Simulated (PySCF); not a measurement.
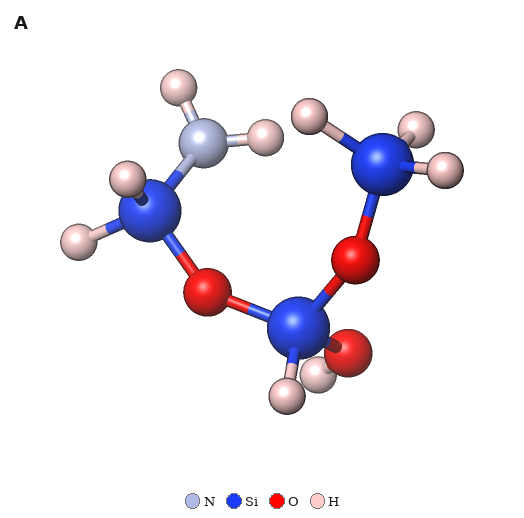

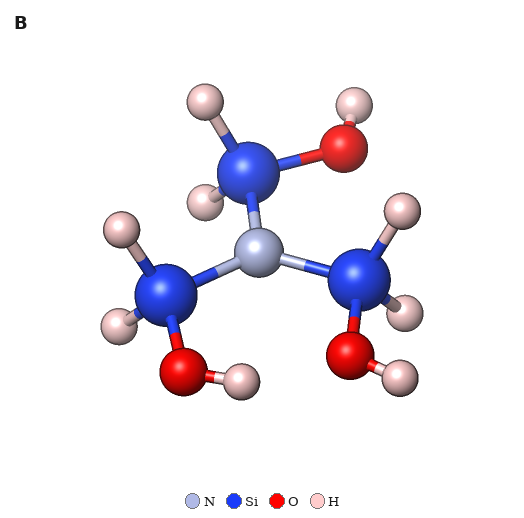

2 stationary structures of one formula. Geometries: GFN2-xTB. Electronic energies: PBE0/pcSseg-1 (PySCF 2.14.0), without zero-point energy. No frequency run is at hand to confirm each as a minimum. Each is one conformer, not always the lowest.

Are they conformers, stereoisomers or constitutional isomers?

Answer. They are constitutional isomers of H9NO3Si3: A `N[SiH2]O[Si@@H](O)O[SiH3]`, B `O[SiH2]N([SiH2]O)[SiH2]O`.

Which structure is the most stable?

Answer. A is lowest; B lies 24.7 kcal/mol above it.

The geometry is semi-empirical. Around Si such bond lengths and angles can be off by a tenth of an ångström or more and by several degrees, and values that hang on the shape move with them.
